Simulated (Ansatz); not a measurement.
## Molecular dynamics, with input and output: SiNH$_{7}$Cl$_{2}$O (part 2 of 2)

Continued. System: SiNH$_{7}$Cl$_{2}$O. Method: UKS BHLYP-D4/STO-3G (Ansatz 0.2.0). It belongs to a series of runs on one base structure; here: dynamics from the start.

Geometry of the input (Å):
```
Si -0.8628  1.3153  0.4284
H  -0.8799  -0.5516  0.5735
Cl -2.1280  1.2515  -1.1649
Cl -1.6937  1.3947  2.3038
H  -0.3572  2.6924  0.3773
H  1.1419  -0.4720  -0.3956
O  0.9928  0.7959  -0.3175
H  -0.3011  -1.3048  0.3107
N  0.8309  -1.7638  -0.2417
H  1.1498  1.1912  -1.1738
H  1.4238  -2.2702  0.3955
H  0.6835  -2.2787  -1.0957
```

**Output, continued**
```
md step   105: t =    52.50 fs  T =  1725.0 K  F+E_penalty+E_count = -36162.08891044 eV  E_kin = 2.229730 eV  conserved = -36159.85918076 eV  (26 SCF iters, 3 dispersion substeps)
md step   106: t =    53.00 fs  T =  1539.0 K  F+E_penalty+E_count = -36161.84128339 eV  E_kin = 1.989249 eV  conserved = -36159.85203403 eV  (26 SCF iters, 3 dispersion substeps)
md step   107: t =    53.50 fs  T =  1298.8 K  F+E_penalty+E_count = -36161.51880613 eV  E_kin = 1.678840 eV  conserved = -36159.83996622 eV  (26 SCF iters, 3 dispersion substeps)
md step   108: t =    54.00 fs  T =  1137.1 K  F+E_penalty+E_count = -36161.30276242 eV  E_kin = 1.469808 eV  conserved = -36159.83295461 eV  (26 SCF iters, 3 dispersion substeps)
md step   109: t =    54.50 fs  T =  1127.4 K  F+E_penalty+E_count = -36161.29503508 eV  E_kin = 1.457264 eV  conserved = -36159.83777077 eV  (26 SCF iters, 3 dispersion substeps)
md step   110: t =    55.00 fs  T =  1219.8 K  F+E_penalty+E_count = -36161.42488366 eV  E_kin = 1.576653 eV  conserved = -36159.84823093 eV  (27 SCF iters, 3 dispersion substeps)
md step   111: t =    55.50 fs  T =  1297.9 K  F+E_penalty+E_count = -36161.53210004 eV  E_kin = 1.677709 eV  conserved = -36159.85439072 eV  (27 SCF iters, 3 dispersion substeps)
md step   112: t =    56.00 fs  T =  1282.4 K  F+E_penalty+E_count = -36161.51080826 eV  E_kin = 1.657671 eV  conserved = -36159.85313722 eV  (24 SCF iters, 3 dispersion substeps)
md step   113: t =    56.50 fs  T =  1173.2 K  F+E_penalty+E_count = -36161.36396176 eV  E_kin = 1.516460 eV  conserved = -36159.84750193 eV  (27 SCF iters, 3 dispersion substeps)
md step   114: t =    57.00 fs  T =  1024.4 K  F+E_penalty+E_count = -36161.16570676 eV  E_kin = 1.324138 eV  conserved = -36159.84156910 eV  (27 SCF iters, 3 dispersion substeps)
md step   115: t =    57.50 fs  T =   900.5 K  F+E_penalty+E_count = -36161.00157633 eV  E_kin = 1.164011 eV  conserved = -36159.83756507 eV  (27 SCF iters, 3 dispersion substeps)
md step   116: t =    58.00 fs  T =   848.2 K  F+E_penalty+E_count = -36160.93230229 eV  E_kin = 1.096444 eV  conserved = -36159.83585814 eV  (28 SCF iters, 3 dispersion substeps)
md step   117: t =    58.50 fs  T =   888.9 K  F+E_penalty+E_count = -36160.98504909 eV  E_kin = 1.148928 eV  conserved = -36159.83612091 eV  (28 SCF iters, 3 dispersion substeps)
md step   118: t =    59.00 fs  T =  1020.0 K  F+E_penalty+E_count = -36161.15664357 eV  E_kin = 1.318481 eV  conserved = -36159.83816248 eV  (27 SCF iters, 3 dispersion substeps)
md step   119: t =    59.50 fs  T =  1218.0 K  F+E_penalty+E_count = -36161.41643570 eV  E_kin = 1.574408 eV  conserved = -36159.84202817 eV  (27 SCF iters, 3 dispersion substeps)
md step   120: t =    60.00 fs  T =  1438.2 K  F+E_penalty+E_count = -36161.70662996 eV  E_kin = 1.858962 eV  conserved = -36159.84766779 eV  (27 SCF iters, 3 dispersion substeps)
md step   121: t =    60.50 fs  T =  1617.5 K  F+E_penalty+E_count = -36161.94503746 eV  E_kin = 2.090729 eV  conserved = -36159.85430806 eV  (27 SCF iters, 3 dispersion substeps)
md step   122: t =    61.00 fs  T =  1686.5 K  F+E_penalty+E_count = -36162.03966481 eV  E_kin = 2.180030 eV  conserved = -36159.85963432 eV  (27 SCF iters, 3 dispersion substeps)
md step   123: t =    61.50 fs  T =  1598.8 K  F+E_penalty+E_count = -36161.92618601 eV  E_kin = 2.066616 eV  conserved = -36159.85956995 eV  (27 SCF iters, 3 dispersion substeps)
md step   124: t =    62.00 fs  T =  1373.9 K  F+E_penalty+E_count = -36161.62697880 eV  E_kin = 1.775960 eV  conserved = -36159.85101923 eV  (27 SCF iters, 3 dispersion substeps)
md step   125: t =    62.50 fs  T =  1122.0 K  F+E_penalty+E_count = -36161.28802316 eV  E_kin = 1.450241 eV  conserved = -36159.83778241 eV  (25 SCF iters, 3 dispersion substeps)
md step   126: t =    63.00 fs  T =   991.7 K  F+E_penalty+E_count = -36161.11330627 eV  E_kin = 1.281922 eV  conserved = -36159.83138401 eV  (25 SCF iters, 3 dispersion substeps)
md step   127: t =    63.50 fs  T =  1054.5 K  F+E_penalty+E_count = -36161.20077041 eV  E_kin = 1.363013 eV  conserved = -36159.83775709 eV  (25 SCF iters, 3 dispersion substeps)
md step   128: t =    64.00 fs  T =  1247.9 K  F+E_penalty+E_count = -36161.46159530 eV  E_kin = 1.613043 eV  conserved = -36159.84855212 eV  (26 SCF iters, 3 dispersion substeps)
md step   129: t =    64.50 fs  T =  1451.7 K  F+E_penalty+E_count = -36161.73087334 eV  E_kin = 1.876422 eV  conserved = -36159.85445181 eV  (25 SCF iters, 3 dispersion substeps)
md step   130: t =    65.00 fs  T =  1583.3 K  F+E_penalty+E_count = -36161.90174893 eV  E_kin = 2.046621 eV  conserved = -36159.85512752 eV  (26 SCF iters, 3 dispersion substeps)
md step   131: t =    65.50 fs  T =  1617.1 K  F+E_penalty+E_count = -36161.94378629 eV  E_kin = 2.090302 eV  conserved = -36159.85348427 eV  (23 SCF iters, 3 dispersion substeps)
md step   132: t =    66.00 fs  T =  1560.1 K  F+E_penalty+E_count = -36161.86734103 eV  E_kin = 2.016645 eV  conserved = -36159.85069625 eV  (26 SCF iters, 3 dispersion substeps)
md step   133: t =    66.50 fs  T =  1437.1 K  F+E_penalty+E_count = -36161.70460431 eV  E_kin = 1.857553 eV  conserved = -36159.84705143 eV  (27 SCF iters, 3 dispersion substeps)
md step   134: t =    67.00 fs  T =  1284.4 K  F+E_penalty+E_count = -36161.50336110 eV  E_kin = 1.660193 eV  conserved = -36159.84316859 eV  (27 SCF iters, 3 dispersion substeps)
md step   135: t =    67.50 fs  T =  1143.2 K  F+E_penalty+E_count = -36161.31749783 eV  E_kin = 1.477643 eV  conserved = -36159.83985513 eV  (28 SCF iters, 3 dispersion substeps)
md step   136: t =    68.00 fs  T =  1049.3 K  F+E_penalty+E_count = -36161.19414957 eV  E_kin = 1.356285 eV  conserved = -36159.83786486 eV  (28 SCF iters, 3 dispersion substeps)
md step   137: t =    68.50 fs  T =  1024.0 K  F+E_penalty+E_count = -36161.16138710 eV  E_kin = 1.323586 eV  conserved = -36159.83780062 eV  (28 SCF iters, 3 dispersion substeps)
md step   138: t =    69.00 fs  T =  1066.4 K  F+E_penalty+E_count = -36161.21843813 eV  E_kin = 1.378371 eV  conserved = -36159.84006717 eV  (28 SCF iters, 3 dispersion substeps)
md step   139: t =    69.50 fs  T =  1149.2 K  F+E_penalty+E_count = -36161.33002244 eV  E_kin = 1.485476 eV  conserved = -36159.84454652 eV  (27 SCF iters, 3 dispersion substeps)
md step   140: t =    70.00 fs  T =  1222.7 K  F+E_penalty+E_count = -36161.43028883 eV  E_kin = 1.580490 eV  conserved = -36159.84979853 eV  (27 SCF iters, 3 dispersion substeps)
md step   141: t =    70.50 fs  T =  1234.3 K  F+E_penalty+E_count = -36161.44774203 eV  E_kin = 1.595446 eV  conserved = -36159.85229646 eV  (27 SCF iters, 3 dispersion substeps)
md step   142: t =    71.00 fs  T =  1169.1 K  F+E_penalty+E_count = -36161.35908670 eV  E_kin = 1.511237 eV  conserved = -36159.84784957 eV  (27 SCF iters, 3 dispersion substeps)
md step   143: t =    71.50 fs  T =  1088.8 K  F+E_penalty+E_count = -36161.24491540 eV  E_kin = 1.407446 eV  conserved = -36159.83746974 eV  (25 SCF iters, 3 dispersion substeps)
md step   144: t =    72.00 fs  T =  1108.2 K  F+E_penalty+E_count = -36161.26383264 eV  E_kin = 1.432446 eV  conserved = -36159.83138653 eV  (27 SCF iters, 3 dispersion substeps)
md step   145: t =    72.50 fs  T =  1289.2 K  F+E_penalty+E_count = -36161.50451620 eV  E_kin = 1.666387 eV  conserved = -36159.83812944 eV  (26 SCF iters, 3 dispersion substeps)
md step   146: t =    73.00 fs  T =  1561.4 K  F+E_penalty+E_count = -36161.87004964 eV  E_kin = 2.018301 eV  conserved = -36159.85174843 eV  (26 SCF iters, 3 dispersion substeps)
md step   147: t =    73.50 fs  T =  1776.6 K  F+E_penalty+E_count = -36162.15761723 eV  E_kin = 2.296395 eV  conserved = -36159.86122205 eV  (26 SCF iters, 3 dispersion substeps)
md step   148: t =    74.00 fs  T =  1821.4 K  F+E_penalty+E_count = -36162.21712114 eV  E_kin = 2.354284 eV  conserved = -36159.86283744 eV  (26 SCF iters, 3 dispersion substeps)
md step   149: t =    74.50 fs  T =  1671.2 K  F+E_penalty+E_count = -36162.01817877 eV  E_kin = 2.160214 eV  conserved = -36159.85796516 eV  (23 SCF iters, 3 dispersion substeps)
these checks for a lower state are left out or cut short: starts, cluster_reference, orbital_swaps, neighbouring_geometries, increment
586 factors; integrals over basis functions are off by at most 2.7e-5 eV
mean field -36161.32280728 eV, -1328.9041021427 hartree, gradient 1.8e-5 eV, S^2 0.000000; 0 other end points of the search recorded, 0 dependent functions left out
the calculation of the forces begins
reference -36161.32297057 eV, -1328.9041081435 hartree; 35, 35 occupied and 9, 9 virtual orbitals, 586 factors
586 factors; integrals over basis functions are off by at most 2.7e-5 eV
mean field evaluation 1184: about -36161.2731 eV, gradient 2.9e-1 eV
mean field -36161.32280728 eV, -1328.9041021427 hartree, gradient 1.8e-5 eV, S^2 0.000000; 1 other end points of the search recorded, 0 dependent functions left out
the calculation of the forces begins
reference -36161.32297057 eV, -1328.9041081435 hartree; 35, 35 occupied and 9, 9 virtual orbitals, 586 factors
md step   150: t =    75.00 fs  T =  1383.4 K  F+E_penalty+E_count = -36161.63687268 eV  E_kin = 1.788206 eV  conserved = -36159.84866639 eV  (23 SCF iters, 3 dispersion substeps)
```

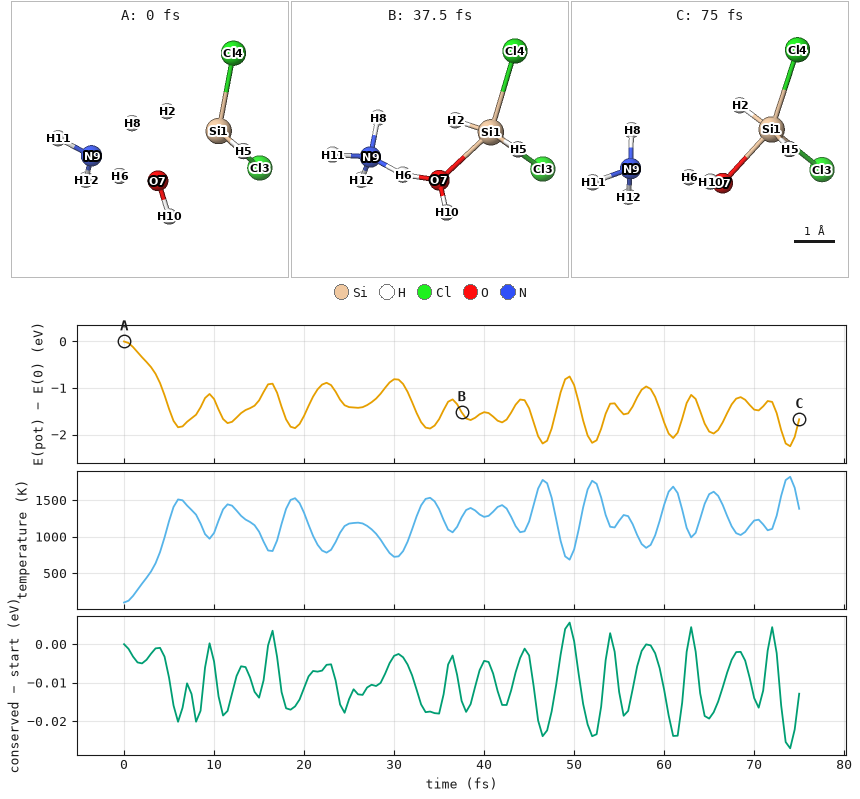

Fig. 1: Frames of the molecular dynamics (ball-and-stick, seen at a tilt) above the curves, on which the letters mark them. The trajectory kept here has 151 frames over 75 fs. The temperature starts at 100 K, ranges from 100 to 1821 K and averages 1297 K over the second half. The potential energy ends 1.672 eV below its first value. The conserved quantity stays within 0.033 eV. After an unweighted best fit of the last frame on the first, the root-mean-square displacement is 0.65 Å, and H8 has moved furthest (1.15 Å).

```
Total energy: -36161.63703598 eV, -1328.9156498342 hartree
Atom 0 at    -0.831852     1.160902     0.476241 Å, force    -1.606801     3.953229    -0.631773 eV/Å
Atom 1 at    -1.071555    -0.095030     0.809005 Å, force     0.353776    -4.082998     0.179114 eV/Å
Atom 2 at    -2.162859     1.399297    -1.203633 Å, force     0.494732    -0.049417     0.752810 eV/Å
Atom 3 at    -1.802929     1.561699     2.393757 Å, force    -0.126947     0.603355    -0.193301 eV/Å
Atom 4 at    -0.125246     2.404847     0.475261 Å, force     0.209875     0.142223     0.271760 eV/Å
Atom 5 at     0.921679    -0.314952    -0.402528 Å, force     0.329541    -4.726550    -0.492089 eV/Å
Atom 6 at     0.673118     0.615581    -0.497879 Å, force     0.049882     1.932648     0.068097 eV/Å
Atom 7 at     0.675578    -2.360930     0.421413 Å, force     1.040378    -0.837419    -0.371727 eV/Å
Atom 8 at     1.320146    -1.962125    -0.309624 Å, force     2.429712    -0.480907    -4.103703 eV/Å
Atom 9 at     1.461618     0.977597    -0.035300 Å, force     0.647846     1.326420    -0.026234 eV/Å
Atom 10 at     2.382753    -2.327281    -0.304983 Å, force    -3.188828     0.926295     1.656401 eV/Å
Atom 11 at     1.096602    -2.429155    -1.298535 Å, force    -0.633164     1.293122     2.890647 eV/Å
Dipole moment:     1.890608    -1.361257    -0.463861 e Å
```

**Trajectory as extended XYZ (Å, eV, eV/Å), 8 of the 151 frames kept, from step=0 to step=150**
```
12
Properties=species:S:1:pos:R:3:forces:R:3 step=0 time_fs=0.0 energy=-36159.96508 temperature=100.0
Si   -0.8628    1.3153    0.4284    5.2667  -1.8642  -1.6663
H    -0.8799   -0.5516    0.5735   -0.2346   1.6608   0.1501
Cl   -2.1280    1.2515   -1.1649   -1.2046  -0.0120  -1.2708
Cl   -1.6937    1.3947    2.3038   -0.6926  -0.0562   1.3696
H    -0.3572    2.6924    0.3773   -0.3981  -0.5687   0.0844
H     1.1419   -0.4720   -0.3956   -0.8993   0.0088   0.3114
O     0.9928    0.7959   -0.3175   -2.6397  -3.2627   4.1301
H    -0.3011   -1.3048    0.3107    2.3301  -0.7772  -1.1303
N     0.8309   -1.7638   -0.2417   -2.4196   5.6818   1.0921
H     1.1498    1.1912   -1.1738    0.1249   1.3733  -2.7602
H     1.4238   -2.2702    0.3955    0.9172  -1.0961   0.9248
H     0.6835   -2.2787   -1.0957   -0.1505  -1.0876  -1.2348
12
Properties=species:S:1:pos:R:3:forces:R:3 step=21 time_fs=10.5 energy=-36161.42815 temperature=1221.4
Si   -0.7773    1.2682    0.4025    0.5167   5.3814  -0.2932
H    -0.8801    0.0081    0.5343   -0.0266  -6.0276   0.6637
Cl   -2.1680    1.2687   -1.1819   -0.2495   0.3532  -0.6392
Cl   -1.7067    1.3877    2.3159   -0.3109   0.6604   0.6816
H    -0.3499    2.6722    0.3554    0.2393  -0.9237  -0.0760
H     1.0515   -0.2162   -0.3968    0.1742  -3.7060   0.4364
O     0.9638    0.7510   -0.2827   -0.6802   4.8346  -1.2075
H    -0.1727   -1.6232    0.3760    4.0644   0.0208  -2.4324
N     0.8460   -1.6724   -0.2198   -5.5447   0.8374   2.4086
H     1.0197    1.0883   -1.2314    0.2935   0.1689   0.6823
H     1.3717   -2.2731    0.4086    1.3176  -0.9466   0.5783
H     0.5519   -2.2561   -1.0133    0.2062  -0.6528  -0.8026
12
Properties=species:S:1:pos:R:3:forces:R:3 step=43 time_fs=21.5 energy=-36160.99434 temperature=890.8
Si   -0.6656    1.1994    0.3740   -3.7033   5.1733   1.1108
H    -0.8109   -0.0998    0.6713   -0.0613  -3.1992   0.1854
Cl   -2.2150    1.2954   -1.2160    1.4388  -0.1222   0.9508
Cl   -1.7276    1.3983    2.3463    0.4813   0.5874  -0.7358
H    -0.1651    2.5976    0.3401   -0.6865  -0.8211   0.1213
H     0.9485   -0.2094   -0.2092    1.0837  -4.5233  -1.1631
O     0.8858    0.7716   -0.2657    1.3027   4.0246  -2.4582
H    -0.1671   -1.6206    0.4662    4.3856  -1.5008  -2.6079
N     0.8267   -1.6647   -0.1820   -0.6339  -0.2589   0.5422
H     1.0939    1.1654   -1.1891    0.0028  -0.9979   1.7380
H     1.7423   -2.1121    0.2390   -2.9636   0.7220  -0.1172
H     0.7357   -2.1454   -1.1617   -0.6464   0.9160   2.4337
12
Properties=species:S:1:pos:R:3:forces:R:3 step=64 time_fs=32.0 energy=-36161.26858 temperature=1102.2
Si   -0.6779    1.1717    0.3871   -3.5968  -1.3553   1.5809
H    -0.8061   -0.4592    0.6609    0.1340   3.8021  -0.6323
Cl   -2.2220    1.3178   -1.2238    1.4260  -0.2608   1.0178
Cl   -1.7349    1.4239    2.3570    0.4708  -0.0207  -0.7350
H    -0.3398    2.6231    0.4328    0.3547  -1.3204  -0.3982
H     0.9442   -0.2590   -0.3504    0.8185  -2.8689  -0.3343
O     0.8867    0.7443   -0.3132   -1.5067   1.8524   1.7186
H     0.0664   -2.0070    0.4632    1.2999   1.0235  -1.2614
N     0.8729   -1.6557   -0.1804    0.5937  -3.5589   0.2889
H     1.2973    1.3118   -0.9621    1.1915   0.8597  -1.6119
H     1.7773   -2.1073    0.3473   -2.6699   1.0538  -2.6198
H     0.6266   -2.1355   -1.1680    1.4842   0.7936   2.9866
12
Properties=species:S:1:pos:R:3:forces:R:3 step=86 time_fs=43.0 energy=-36161.49470 temperature=1274.1
Si   -0.8086    1.1769    0.4253    0.7286  -3.2069  -0.6390
H    -0.8693   -0.5445    0.5384    0.0266   4.4108   0.0570
Cl   -2.1887    1.3339   -1.2013    0.2042   0.0665   0.2925
Cl   -1.7296    1.4518    2.3475   -0.0587   0.0586  -0.1312
H    -0.1917    2.5136    0.3589   -0.5195  -0.6109   0.3506
H     1.1255   -0.2050   -0.4593    0.3633  -4.3320   0.0084
O     0.8944    0.7210   -0.3732   -1.1407   4.0531   0.2577
H     0.2555   -1.8868    0.4254   -3.8306  -1.1200   3.5698
N     0.9575   -1.7378   -0.2032    5.5138   0.7582  -4.4439
H     1.6029    1.3096   -0.7509   -0.4589   0.0274   0.1983
H     1.8569   -2.1352    0.1325   -0.3354  -0.0694   0.4788
H     0.7700   -2.2678   -1.0712   -0.4927  -0.0355   0.0010
12
Properties=species:S:1:pos:R:3:forces:R:3 step=107 time_fs=53.5 energy=-36161.51881 temperature=1298.8
Si   -0.9002    1.1898    0.4288    1.7149  -4.4259   1.2955
H    -0.9748   -0.3717    0.7305    0.6941   2.6384  -1.1308
Cl   -2.1519    1.3503   -1.1739   -1.0284   0.2164  -1.1899
Cl   -1.7289    1.4810    2.3389   -1.0836   0.3720   1.1335
H    -0.2769    2.4170    0.5272    0.9289   1.5236  -0.3614
H     1.0193   -0.2509   -0.4116    1.8116  -3.3324  -0.3293
O     0.8491    0.7024   -0.4172   -1.7132   4.1668   0.2725
H     0.3855   -1.8084    0.4332   -1.2488  -0.3150   1.3633
N     1.1057   -1.8446   -0.2649   -2.0852   6.1417   0.4508
H     1.6660    1.3087   -0.4448   -1.0983  -1.3929   0.1154
H     1.8488   -2.2960    0.1008    5.0561  -2.7387   2.5775
H     0.7732   -2.3957   -0.9682   -1.9480  -2.8540  -4.1972
12
Properties=species:S:1:pos:R:3:forces:R:3 step=129 time_fs=64.5 energy=-36161.73087 temperature=1451.7
Si   -0.8894    1.1882    0.4523   -0.5424  -0.4498  -0.4167
H    -0.8199   -0.1426    0.5532   -0.8122  -3.3000   1.2445
Cl   -2.1442    1.3737   -1.1785   -0.9274   0.1248  -0.7152
Cl   -1.7581    1.5204    2.3610   -0.5026   0.0544   0.2944
H    -0.2879    2.3844    0.4146    1.6599   2.6839   0.2165
H     1.0435   -0.2361   -0.4839    1.2697  -5.2595   0.0422
O     0.7395    0.6559   -0.4545   -2.2336   4.2765  -1.1554
H     0.5496   -2.0882    0.4775    0.2334   0.5674  -0.7403
N     1.2423   -1.9254   -0.3098   -2.5754   2.7409   2.6589
H     1.4441    1.1717   -0.0684    2.2133   1.2706   0.5397
H     2.0332   -2.3957    0.1007    1.8039  -1.3624  -0.6722
H     0.7769   -2.3949   -1.0766    0.4133  -1.3469  -1.2963
12
Properties=species:S:1:pos:R:3:forces:R:3 step=150 time_fs=75.0 energy=-36161.63687 temperature=1383.4
Si   -0.8319    1.1609    0.4762   -1.6068   3.9532  -0.6318
H    -1.0716   -0.0950    0.8090    0.3538  -4.0830   0.1791
Cl   -2.1629    1.3993   -1.2036    0.4947  -0.0494   0.7528
Cl   -1.8029    1.5617    2.3938   -0.1269   0.6034  -0.1933
H    -0.1252    2.4048    0.4753    0.2099   0.1422   0.2718
H     0.9217   -0.3150   -0.4025    0.3295  -4.7265  -0.4921
O     0.6731    0.6156   -0.4979    0.0499   1.9326   0.0681
H     0.6756   -2.3609    0.4214    1.0404  -0.8374  -0.3717
N     1.3201   -1.9621   -0.3096    2.4297  -0.4809  -4.1037
H     1.4616    0.9776   -0.0353    0.6478   1.3264  -0.0262
H     2.3828   -2.3273   -0.3050   -3.1888   0.9263   1.6564
H     1.0966   -2.4292   -1.2985   -0.6332   1.2931   2.8906
```

**Summary**

```csv
quantity,value
outcome,finished
mean temperature over the second half,1297 K
trajectory,"150 steps, 75 fs"
ensemble,nve
temperature in the input,100.0 K
time step,0.5 fs
potential energy (last step),−36161.6370 eV
mean-field energy (last step),−36161.3230 eV
largest force (length of the vector) (last step),4.793 eV/Å
wall time,10 min
peak memory,0.19 GiB
```

So short a trajectory is not equilibrated.
